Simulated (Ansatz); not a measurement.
# SiNHCl+ (quintet): wave-function methods side by side, cc-pVDZ

How much of the correlation energy of SiNHCl+ (quintet) does each wave-function method recover here?

Method: cc-pVDZ, core rule «outside noble gas», up to 11 orbitals frozen; program: Ansatz 0.2.0, Gaussian basis.

Plan: UHF; CCSD(T) on ROHF; CCSD(T) on UHF; BCCD(T) on ROHF; CISD as a restricted active space (open shells left free, so some higher excitations enter); CCSDT(Q) on ROHF; CCSDT(Q) on UHF.

5 further runs of the same task are left out: 5 set aside as unsound or not needed. Runs told in other sessions of the task aren't counted.

## Step 1: The geometry

The geometry is a PBE0/def2-TZVP stationary point (not a proven minimum) of the parent state, kept for this charge and spin.

4 atoms, charge 1, spin multiplicity 5.

Atoms are counted from 1 here; the program's logs count them from 0.

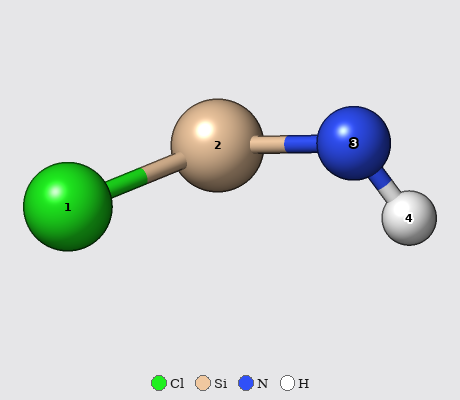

The geometry (chlorine green, silicon light orange, nitrogen blue, hydrogen white); atoms are numbered from 1 in the order of the file.

In the tables R marks a restricted open-shell determinant and U an unrestricted one; energies count from the table's Hartree-Fock row.

## Step 2: UHF

File in.yaml:

```yaml
crystal:
  periodic: [false, false, false]
  atoms:
    - {symbol: Cl, position_ang: [-0.014126, -0.228022, 1.271187]}
    - {symbol: Si, position_ang: [-0.015774, 0.636198, -0.592810]}
    - {symbol: N, position_ang: [0.124203, -0.639770, -1.863528]}
    - {symbol: H, position_ang: [-0.789591, -0.816306, -2.297892]}
basis:
  gaussian: {orbitals: cc-pVDZ}
total_charge: 1
magnetization: {spin_polarized: true, initial_magnetization: 4}
hamiltonian: {xc: hf}
output: {orbitals: {seedname: orbitals}}
```

Launch:

```bash
$ ansatz run in.yaml --threads 1 --pin off --events-out ev --progress --plain --max-ram 4096MiB --backend cpu
```

The program printed:

```text
Functional definition: HF
  name "HF"
  cite "Fock, Z. Phys. 61, 126 (1930) doi:10.1007/BF01340294"
  parent pbe
  exchange = exact_x
  correlation = 0
559 factors; integrals over basis functions are off by at most 1.2e-3 eV
mean field evaluation 1: about -21848.5538 eV, gradient 1.5e1 eV
mean field evaluation 2: about -21848.5601 eV, gradient 1.5e1 eV
mean field evaluation 4: about -21851.2473 eV, gradient 3.6e0 eV
mean field evaluation 8: about -21851.9035 eV, gradient 3.2e-1 eV
mean field evaluation 16: about -21850.2819 eV, gradient 3.1e0 eV
mean field evaluation 32: about -21849.2462 eV, gradient 1.6e0 eV
mean field evaluation 64: about -21850.3015 eV, gradient 6.4e-1 eV
mean field evaluation 96: about -21851.9068 eV, gradient 1.5e-1 eV
mean field -21851.90761565 eV, -803.0427931202 hartree, gradient 1.7e-5 eV, S^2 6.017776; 1 other end points of the search recorded, 0 dependent functions left out
reference -21851.90761565 eV, -803.0427931202 hartree; 21, 17 occupied and 34, 38 virtual orbitals, 559 factors
Total energy: -21851.90761565 eV, -803.0427931202 hartree
```

Wall time 1.4 s (1 thread of AMD EPYC 7R13, shared host).

From the report: ⟨S²⟩ of the determinant 6.018 (pure quintet: 6.00).

## Step 3: CCSD(T) on ROHF

Changes to in.yaml since step 2:

```diff
@@ -10,4 +10,3 @@
 total_charge: 1
-magnetization: {spin_polarized: true, initial_magnetization: 4}
-hamiltonian: {xc: hf}
-output: {orbitals: {seedname: orbitals}}
+magnetization: {spin_polarized: false, initial_magnetization: 4}
+correlation: {method: ccsd_t, electrons: outside_noble_gas}
```

Same command.

The program printed (excerpt; [...] marks lines left out):

```text
Functional definition: HF
  name "HF"
  cite "Fock, Z. Phys. 61, 126 (1930) doi:10.1007/BF01340294"
  parent pbe
[...]
559 factors; integrals over basis functions are off by at most 1.2e-3 eV
[...]
mean field -21851.70388731 eV, -803.0353062416 hartree, gradient 3.6e-6 eV, S^2 6.000000; 7 other end points of the search recorded, 0 dependent functions left out
[...]
determinant -21851.70388731 eV, -803.0353062416 hartree, with singles and doubles -21860.50445528 eV, -803.3587211494 hartree
determinant -21850.25709588 eV, -802.9821376373 hartree, with singles and doubles -21859.63182785 eV, -803.3266526830 hartree
determinant -21850.10670066 eV, -802.9766107151 hartree, with singles and doubles -21859.99689532 eV, -803.3400686648 hartree
determinant -21851.70388731 eV, -803.0353062416 hartree, with singles and doubles -21860.51774047 eV, -803.3592093713 hartree
determinant -21850.10670066 eV, -802.9766107151 hartree, with singles and doubles -21860.38707457 eV, -803.3544074878 hartree
[...]
11 core orbitals not correlated: weight in the atoms' cores, before any rotation towards them, 1.000 or more for the frozen orbitals, at most 0.000 for the correlated occupied ones
reference -21851.70388731 eV, -803.0353062416 hartree; 10, 6 occupied and 34, 38 virtual orbitals, 559 factors
second order -7.61683692 eV of doubles, -0.12231253 eV of singles
cycle   1  -8.81385432 eV  change   -1.2e-6 eV  update   3.8e-6
perturbative correction -0.24035275 eV, -0.0088328006 hartree
Total energy: -21860.75809437 eV, -803.3680422141 hartree
```

Wall time 14 s (1 thread of AMD EPYC 7R13, shared host).

From the report: correlation -9.0542 eV; T1 0.037; largest double amplitude 0.02.

## Step 4: CCSD(T) on UHF

Changes to in.yaml since step 3:

```diff
@@ -10,3 +10,3 @@
 total_charge: 1
-magnetization: {spin_polarized: false, initial_magnetization: 4}
+magnetization: {spin_polarized: true, initial_magnetization: 4}
 correlation: {method: ccsd_t, electrons: outside_noble_gas}
```

Launched as before.

The program printed (excerpt; [...] marks lines left out):

```text
Functional definition: HF
  name "HF"
  cite "Fock, Z. Phys. 61, 126 (1930) doi:10.1007/BF01340294"
  parent pbe
[...]
559 factors; integrals over basis functions are off by at most 1.2e-3 eV
[...]
mean field -21851.90761565 eV, -803.0427931202 hartree, gradient 3.9e-6 eV, S^2 6.017776; 7 other end points of the search recorded, 0 dependent functions left out
determinant -21851.90761565 eV, -803.0427931202 hartree, with singles and doubles -21860.50955038 eV, -803.3589083909 hartree
determinant -21850.60317579 eV, -802.9948558394 hartree, with singles and doubles -21859.67950468 eV, -803.3284047740 hartree
determinant -21850.56509027 eV, -802.9934562225 hartree, with singles and doubles -21859.92598861 eV, -803.3374628913 hartree
determinant -21850.47219070 eV, -802.9900422260 hartree, with singles and doubles -21859.46471506 eV, -803.3205114013 hartree
determinant -21849.15876852 eV, -802.9417748513 hartree, with singles and doubles -21858.11302893 eV, -803.2708378520 hartree
11 core orbitals not correlated: weight in the atoms' cores, before any rotation towards them, 1.000 or more for the frozen orbitals, at most 0.000 for the correlated occupied ones
reference -21851.90761565 eV, -803.0427931202 hartree; 10, 6 occupied and 34, 38 virtual orbitals, 559 factors
second order -7.55336648 eV of doubles, -0.00000000 eV of singles
cycle   1  -8.60432910 eV  change   -2.4e-3 eV  update   5.8e-3
[...]
cycle  12  -8.61379189 eV  change    7.1e-6 eV  update   1.0e-5
perturbative correction -0.23708879 eV, -0.0087128523 hartree
Total energy: -21860.75849633 eV, -803.3680569859 hartree
```

Run time: 11 s. Hardware: 1 thread of AMD EPYC 7R13, shared host.

From the report: ⟨S²⟩ of the determinant 6.018 (pure quintet: 6.00); correlation -8.8509 eV; T1 0.031; largest double amplitude 0.02.

## Step 5: BCCD(T) on ROHF

Changes to in.yaml since step 4:

```diff
@@ -10,3 +10,3 @@
 total_charge: 1
-magnetization: {spin_polarized: true, initial_magnetization: 4}
-correlation: {method: ccsd_t, electrons: outside_noble_gas}
+magnetization: {spin_polarized: false, initial_magnetization: 4}
+correlation: {method: bccd_t, electrons: outside_noble_gas}
```

Launched as before.

The program printed (excerpt; [...] marks lines left out):

```text
Functional definition: HF
  name "HF"
  cite "Fock, Z. Phys. 61, 126 (1930) doi:10.1007/BF01340294"
  parent pbe
[...]
559 factors; integrals over basis functions are off by at most 1.2e-3 eV
[...]
mean field -21851.70388731 eV, -803.0353062416 hartree, gradient 3.6e-6 eV, S^2 6.000000; 7 other end points of the search recorded, 0 dependent functions left out
[...]
determinant -21851.70388731 eV, -803.0353062416 hartree, with singles and doubles -21860.50445528 eV, -803.3587211494 hartree
determinant -21850.25709588 eV, -802.9821376373 hartree, with singles and doubles -21859.63182785 eV, -803.3266526830 hartree
determinant -21850.10670066 eV, -802.9766107151 hartree, with singles and doubles -21859.99689532 eV, -803.3400686648 hartree
determinant -21851.70388731 eV, -803.0353062416 hartree, with singles and doubles -21860.51774047 eV, -803.3592093713 hartree
determinant -21850.10670066 eV, -802.9766107151 hartree, with singles and doubles -21860.38707457 eV, -803.3544074878 hartree
[...]
11 core orbitals not correlated: weight in the atoms' cores, before any rotation towards them, 1.000 or more for the frozen orbitals, at most 0.000 for the correlated occupied ones
reference -21851.70388731 eV, -803.0353062416 hartree; 10, 6 occupied and 34, 38 virtual orbitals, 559 factors
second order -7.61683692 eV of doubles, -0.12231253 eV of singles
cycle   1  -8.78925245 eV  change    2.5e-2 eV  update   2.1e-2
[...]
cycle  13  -8.78840023 eV  change    8.6e-6 eV  update   1.6e-5
perturbative correction -0.26429237 eV, -0.0097125656 hartree
Total energy: -21860.75657991 eV, -803.3679865587 hartree
```

Wall time 14 s (1 thread of AMD EPYC 7R13, shared host).

From the report: correlation -9.0527 eV; largest double amplitude 0.03.

## Step 6: CISD as a restricted active space (open shells left free, so some higher excitations enter)

Changes to in.yaml since step 5:

```diff
@@ -11,2 +11,2 @@
 magnetization: {spin_polarized: false, initial_magnetization: 4}
-correlation: {method: bccd_t, electrons: outside_noble_gas}
+correlation: {active_space: {ras: {orbitals: [6, 4, 34], electrons: 16, max_holes: 2, max_particles: 2}, fixed_orbitals: true}}
```

Launched as before.

The program printed:

```text
Functional definition: HF
  name "HF"
  cite "Fock, Z. Phys. 61, 126 (1930) doi:10.1007/BF01340294"
  parent pbe
  exchange = exact_x
  correlation = 0
559 factors; integrals over basis functions are off by at most 1.2e-3 eV
mean field evaluation 1: about -21849.0989 eV, gradient 1.6e1 eV
mean field evaluation 2: about -21849.1047 eV, gradient 1.6e1 eV
mean field evaluation 4: about -21851.4173 eV, gradient 4.1e0 eV
mean field evaluation 8: about -21851.7028 eV, gradient 3.2e-1 eV
mean field evaluation 16: about -21846.9174 eV, gradient 2.5e1 eV
mean field evaluation 32: about -21850.2472 eV, gradient 4.8e-1 eV
mean field evaluation 64: about -21850.2571 eV, gradient 3.6e-2 eV
mean field -21851.70388731 eV, -803.0353062416 hartree, gradient 3.6e-6 eV, S^2 6.000000; 6 other end points of the search recorded, 0 dependent functions left out
reference -21851.70388731 eV, -803.0353062416 hartree; 21, 17 occupied and 34, 38 virtual orbitals, 559 factors
state -21859.70414042 eV, -803.3293101207 hartree
Total energy: -21859.70414042 eV, -803.3293101207 hartree
```

Run time: 37 s. Hardware: 1 thread of AMD EPYC 7R13, shared host; peak memory 0.29 GiB.

From the report: 1,110,419 determinants.

## Step 7: CCSDT(Q) on ROHF

Changes to in.yaml since step 6:

```diff
@@ -11,2 +11,2 @@
 magnetization: {spin_polarized: false, initial_magnetization: 4}
-correlation: {active_space: {ras: {orbitals: [6, 4, 34], electrons: 16, max_holes: 2, max_particles: 2}, fixed_orbitals: true}}
+correlation: {method: ccsdt_q, electrons: outside_noble_gas}
```

Launch:

```bash
$ ansatz run in.yaml --threads 2 --pin off --events-out ev --progress --plain --max-ram 24576MiB --backend cuda --devices 0, --max-vram 18GiB
```

The program printed (excerpt; [...] marks lines left out):

```text
Functional definition: HF
  name "HF"
  cite "Fock, Z. Phys. 61, 126 (1930) doi:10.1007/BF01340294"
  parent pbe
[...]
1064 factors; integrals over basis functions are off by at most 1.6e-7 eV
[...]
mean field -21851.70404731 eV, -803.0353121217 hartree, gradient 3.6e-6 eV, S^2 6.000000; 7 other end points of the search recorded, 0 dependent functions left out
[...]
determinant -21851.70404731 eV, -803.0353121217 hartree, with singles and doubles -21860.50460643 eV, -803.3587267041 hartree
determinant -21850.25726407 eV, -802.9821438181 hartree, with singles and doubles -21859.63198546 eV, -803.3266584750 hartree
determinant -21850.10686181 eV, -802.9766166373 hartree, with singles and doubles -21859.99706078 eV, -803.3400747454 hartree
determinant -21851.70404731 eV, -803.0353121217 hartree, with singles and doubles -21860.51789141 eV, -803.3592149183 hartree
determinant -21850.10686181 eV, -802.9766166373 hartree, with singles and doubles -21860.38721824 eV, -803.3544127675 hartree
[...]
11 core orbitals not correlated: weight in the atoms' cores, before any rotation towards them, 1.000 or more for the frozen orbitals, at most 0.000 for the correlated occupied ones
reference -21851.70404731 eV, -803.0353121217 hartree; 10, 6 occupied and 34, 38 virtual orbitals, 1064 factors
second order -7.61684535 eV of doubles, -0.12231194 eV of singles
cycle   1  -8.44716971 eV  change   -7.1e-1 eV  update   8.9e-2
[...]
cycle  31  -9.10460659 eV  change    3.0e-7 eV  update   1.3e-6
perturbative correction -0.01954360 eV, -0.0007182140 hartree
Total energy: -21860.82819750 eV, -803.3706184564 hartree
```

It took 54 s on 1 × H100 (card shared with other runs) with 2 threads of AMD EPYC 7R13, shared host; peak host memory 0.93 GiB.

From the report: correlation -9.1242 eV; T1 0.047; largest double amplitude 0.04.

## Step 8: CCSDT(Q) on UHF

Changes to in.yaml since step 7:

```diff
@@ -10,3 +10,3 @@
 total_charge: 1
-magnetization: {spin_polarized: false, initial_magnetization: 4}
+magnetization: {spin_polarized: true, initial_magnetization: 4}
 correlation: {method: ccsdt_q, electrons: outside_noble_gas}
```

Launched as before.

The program printed (excerpt; [...] marks lines left out):

```text
Functional definition: HF
  name "HF"
  cite "Fock, Z. Phys. 61, 126 (1930) doi:10.1007/BF01340294"
  parent pbe
[...]
1064 factors; integrals over basis functions are off by at most 1.6e-7 eV
[...]
mean field -21851.90777415 eV, -803.0427989450 hartree, gradient 3.9e-6 eV, S^2 6.017775; 7 other end points of the search recorded, 0 dependent functions left out
determinant -21851.90777415 eV, -803.0427989450 hartree, with singles and doubles -21860.50970177 eV, -803.3589139545 hartree
determinant -21850.60334070 eV, -802.9948618999 hartree, with singles and doubles -21859.67966134 eV, -803.3284105312 hartree
determinant -21850.56525091 eV, -802.9934621259 hartree, with singles and doubles -21859.92615378 eV, -803.3374689614 hartree
determinant -21850.47235468 eV, -802.9900482523 hartree, with singles and doubles -21859.46487026 eV, -803.3205171048 hartree
determinant -21849.15894044 eV, -802.9417811693 hartree, with singles and doubles -21858.11319174 eV, -803.2708438353 hartree
11 core orbitals not correlated: weight in the atoms' cores, before any rotation towards them, 1.000 or more for the frozen orbitals, at most 0.000 for the correlated occupied ones
reference -21851.90777415 eV, -803.0427989450 hartree; 10, 6 occupied and 34, 38 virtual orbitals, 1064 factors
second order -7.55337512 eV of doubles, -0.00000000 eV of singles
cycle   1  -8.25209650 eV  change   -7.0e-1 eV  update   8.7e-2
[...]
cycle  33  -8.90181205 eV  change   -7.9e-7 eV  update   1.4e-6
perturbative correction -0.02733811 eV, -0.0010046569 hartree
Total energy: -21860.83692431 eV, -803.3709391608 hartree
```

It took 37 s on 1 × H100 (card shared with other runs) with 2 threads of AMD EPYC 7R13, shared host; peak host memory 0.89 GiB.

From the report: ⟨S²⟩ of the determinant 6.018 (pure quintet: 6.00); correlation -8.9292 eV; T1 0.042; largest double amplitude 0.04.

## Step 9: Misses and costs

The yardstick is UCCSDT(Q), where the cluster series has nearly closed. Rows without a time are mean-field rows or come out of runs for another level: lower rungs of the coupled-cluster runs, or the Hartree-Fock search.

Differences are taken before rounding.

```tsv
method	energy from the lowest ROHF (meV)	from UCCSDT(Q) (meV)	time
ROHF	0.0	+9133.0	
UHF	-203.7	+8929.3	
RMP2	-7739.1	+1393.9	
UMP2	-7757.1	+1375.9	
CISD	-8000.3	+1132.8	37 s
RCCSD	-8813.9	+319.2	
UCCSD	-8817.5	+315.5	
RCCSD(T)	-9054.2	+78.8	14 s
UCCSD(T)	-9054.6	+78.4	11 s
BCCD(T)	-9052.7	+80.3	14 s
RCCSDT	-9104.8	+28.3	
UCCSDT	-9105.7	+27.3	
RCCSDT(Q)	-9124.3	+8.7	54 s (GPU)
UCCSDT(Q)	-9133.0	0	37 s (GPU)
```

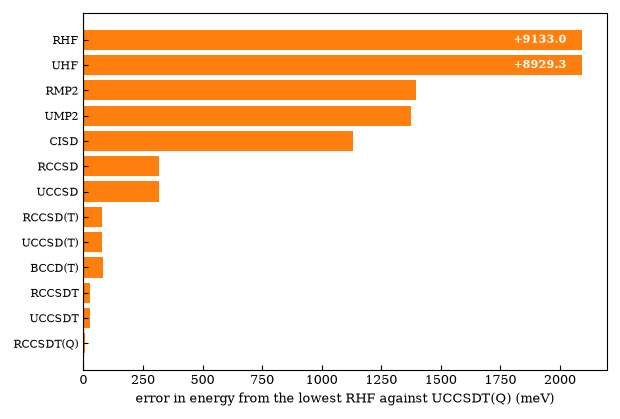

Deviations from UCCSDT(Q), method by method. Bars with a number in them are cut short.

Some runs used a GPU and others CPU threads alone; cost is compared among the CPU runs only.

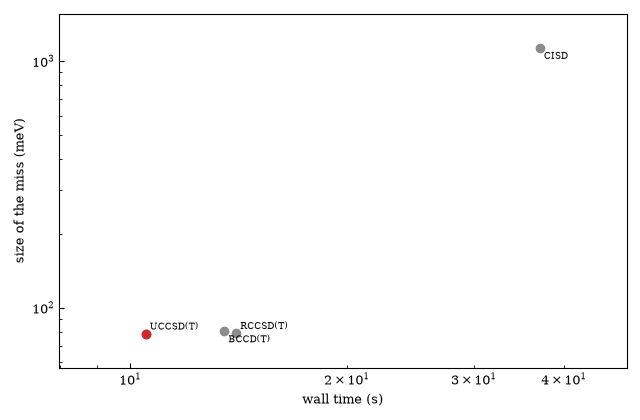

Accuracy for the time spent; red marks the levels that beat every quicker one drawn. Times are from a shared host.

## Step 10: What came out

| quantity | value |
| --- | --- |
| UCCSDT(Q) from the ROHF energy | -9.1330 eV |
| RMP2 from UCCSDT(Q) | +1393.9 meV |
| UMP2 from UCCSDT(Q) | +1375.9 meV |
| RCCSD from UCCSDT(Q) | +319.2 meV |
| RCCSD(T) from UCCSDT(Q) | +78.8 meV |
| UCCSD(T) from UCCSDT(Q) | +78.4 meV |
| RCCSDT(Q) from UCCSDT(Q) | +8.7 meV |
| levels within 1 kcal/mol (43 meV) | RCCSDT, UCCSDT, RCCSDT(Q) |
| T1 diagnostic | 0.037 |

RCCSD(T) misses by +78.8 meV, 0.9 % of the correlation energy. These misses are within one basis, not against nature; the frozen cores of restricted and unrestricted runs differ, which can shift their rows.

With open shells the CI space here admits some higher excitations, so it is larger than plain CISD.

For cost: UCCSD(T) gets within 78.4 meV in 11 s.
